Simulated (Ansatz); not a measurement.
# Calculations on C2H10Ge

**1. Relaxation**

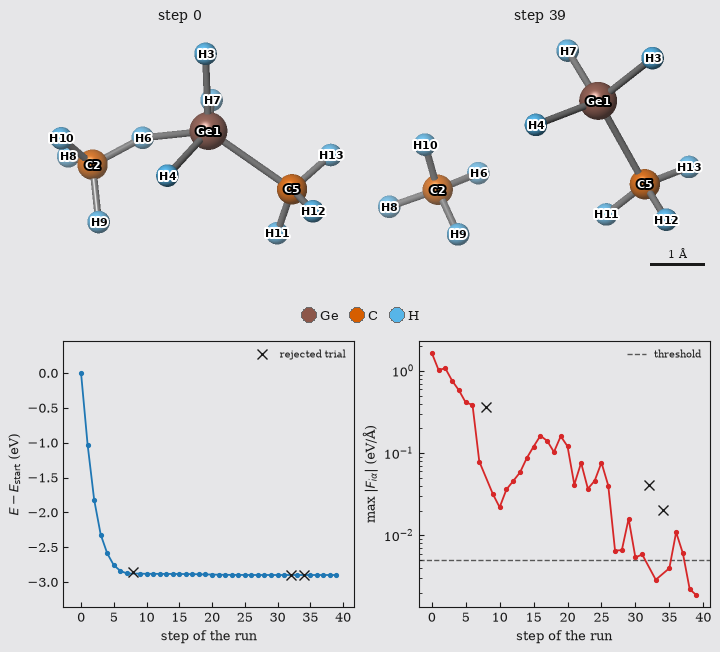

First and last geometry of a relaxation of C$_{2}$H$_{10}$Ge (started from a transition state, displaced along its imaginary mode), with the history of the run. Style: ball-and-stick. Shown at a tilt.

All numbers below come from RKS PBE0-D4/def2-TZVP in Ansatz. (force threshold 0.005 eV/Å; at most 200 steps)

Question: Read the history and describe the run.

Answer: It converged. Over 36 accepted moves (39 points after the start) the energy falls by 2.898 eV. The largest force component goes from 1.7 to 0.0019 eV/Å. The line search rejected the trial steps at points 8, 32, 34 of the run. The forces were under the threshold at step 33, but the run went on from there. The largest move after the best rigid fit is that of H3, 1.82 Å. By element the largest moves are H 1.82 Å, Ge 0.93 Å, C 0.75 Å. Near-neighbour distances that change, for instance: Ge1–H6 1.759 → 3.763 Å, Ge1–C2 2.446 → 3.949 Å, Ge1–H7 1.743 → 1.539 Å, Ge1–H4 1.649 → 1.539 Å. Bonds break, among them: Ge1–H6 (1.76 → 3.76 Å). Bond angles that change, for instance: H4–Ge1–H7 150.4° → 108.5°, C5–Ge1–H7 90.1° → 110.5°, H3–Ge1–C5 128.0° → 110.3°. The run took 26 s on 8 threads of Intel Xeon 6975P-C (shared host).

```csv
step,"E − E(0), eV","largest force component, eV/Å",note
0,0.0000,1.6504,
1,-1.0266,1.0240,
2,-1.8171,1.0711,
3,-2.3184,0.7565,
4,-2.5884,0.5791,
5,-2.7577,0.4117,
6,-2.8390,0.3857,
7,-2.8762,0.0789,
8,-2.8541,0.3650,rejected
9,-2.8788,0.0318,
10,-2.8811,0.0219,
12,-2.8822,0.0458,
13,-2.8826,0.0582,
15,-2.8839,0.1200,
16,-2.8847,0.1624,
18,-2.8875,0.1030,
19,-2.8901,0.1603,
21,-2.8943,0.0414,
22,-2.8956,0.0760,
24,-2.8975,0.0461,
25,-2.8978,0.0765,
27,-2.8982,0.0065,
28,-2.8982,0.0066,
30,-2.8983,0.0054,
31,-2.8983,0.0059,
33,-2.8984,0.0029,
34,-2.8984,0.0203,rejected
36,-2.8984,0.0109,
37,-2.8984,0.0060,
39,-2.8984,0.0019,
```

**2. Relaxation**

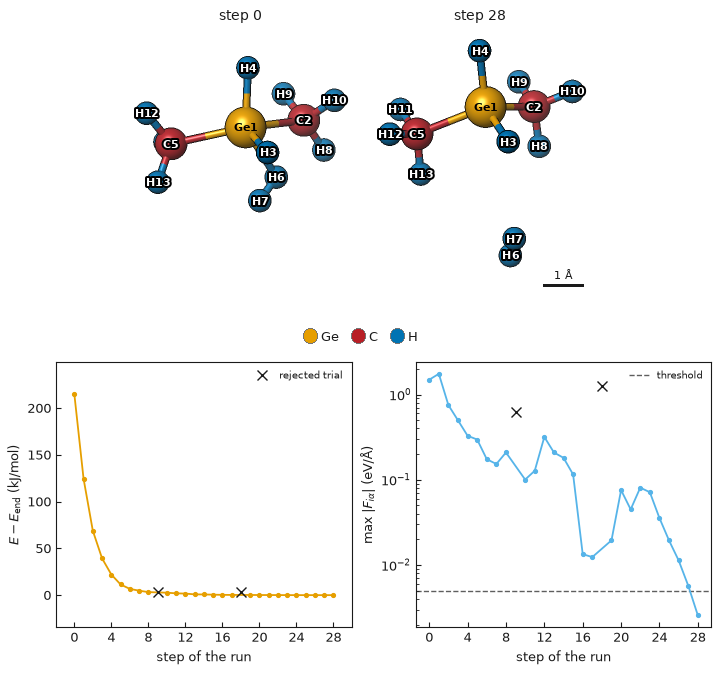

First and last geometry of a relaxation of C$_{2}$H$_{10}$Ge (started from a transition state, displaced along its imaginary mode), with the history of the run. A ball-and-stick model, seen at a tilt.

All numbers below come from RKS PBE0-D4/def2-TZVP (Ansatz 0.2.0). Set-up: force threshold 0.005 eV/Å; at most 200 steps.

### What do the curves and the structures tell?

It converged. The largest move after the best rigid fit is that of H6, 2.02 Å. By element the largest moves are H 2.02 Å, Ge 0.52 Å, C 0.41 Å. Among the contacts that change: Ge1–H6 1.838 → 3.910 Å, Ge1–H7 2.046 → 3.433 Å, Ge1–C2 2.158 → 1.954 Å, H6–H7 0.796 → 0.747 Å. Bonds break, among them: Ge1–H6 (1.84 → 3.91 Å). Bond angles that change, for instance: C2–Ge1–H4 87.7° → 109.7°, Ge1–C2–H8 132.2° → 110.2°, C2–Ge1–C5 122.0° → 110.6°. Groups turn about Ge1–C5 by about 35°. Over 26 accepted moves (28 points after the start) the energy falls by 215.1 kJ/mol. Largest force component: 1.5 eV/Å at the start, 0.0026 eV/Å at the end. The line search rejected the trial steps at points 9, 18 of the run.

**3. Reaction**

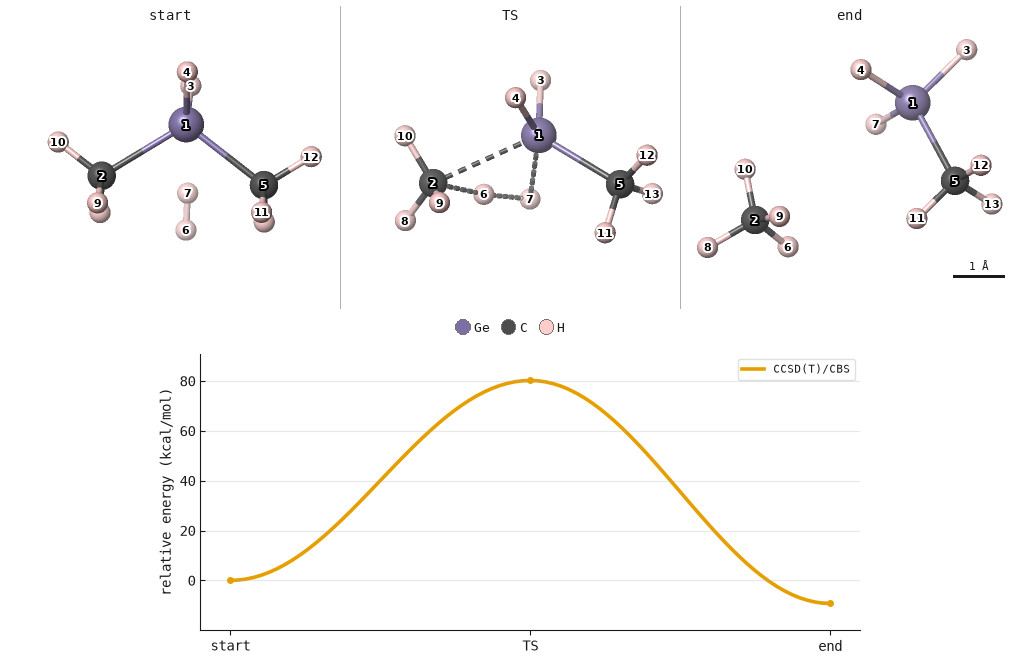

A reaction step of C$_{2}$H$_{10}$Ge, with its energy diagram. A ball-and-stick model, seen face on. Dashed sticks mark bonds that form or break.

Stationary points at PBE0-D4/def2-TZVP, single-point energies with CCSD(T)/CBS (def2-TZVPP where no basis is named; Ansatz 0.2.0). The energies are electronic, without zero-point or thermal terms, and both ends are the minima reached downhill from the saddle, with any fragments still in contact. CCSD(T)/CBS stands for a frozen-core estimate: MP2 correlation extrapolated from def2-TZVPP and def2-QZVPP, CCSD(T) minus MP2 from the smaller set.

> Describe the step and its energetics.

Counted by bonded pieces, the start holds C₂H₈Ge + H₂ and the end holds CH₄ + CH₆Ge. From the start over the saddle to the end, bonds form: Ge1–H7 (3.43 → 1.89 → 1.54 Å), C2–H6 (3.91 → 1.38 → 1.09 Å). Bonds break: Ge1–C2 (1.95 → 2.30 → 3.95 Å), H6–H7 (0.75 → 1.15 → 3.26 Å). The saddle has one imaginary mode, 1779i cm⁻¹. With CCSD(T)/CBS the barrier is 80.2 kcal/mol from the start and 89.4 kcal/mol from the end, and the end lies 9.3 kcal/mol below the start.
